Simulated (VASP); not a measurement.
Energy against volume of Ir (fcc). All values below come from r2SCAN meta-GGA, VASP's PBE PAW potentials (set 64) (plane waves; VASP 6.6.1).

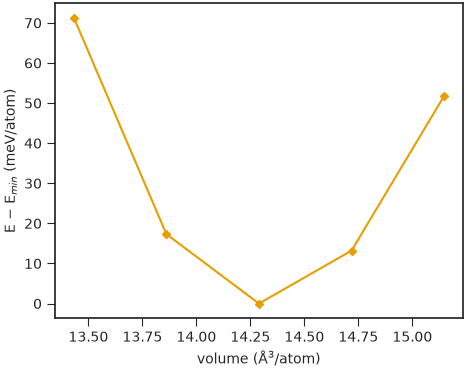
*Energy against volume*

Estimate the equilibrium volume and the bulk modulus.

The minimum lies near 14.3 Å³/atom, and the curvature gives B0 of about 380 GPa.

Measured: bulk modulus 365 GPa at 0 K (computed value off by +3.3 %), as given by H. Levämäki et al., Physical Review B (2014), arXiv:1402.3671 [corrected for temperature and zero-point phonon effects]; a 3.831 Å at 0 K (computed value off by +0.6 %), as given by Daniel Mejia-Rodriguez et al., Physical Review B (2018), arXiv:1807.09216 [static lattice: zero-point anharmonic expansion removed].

The compound is Ir in the fcc structure. It was relaxed first.
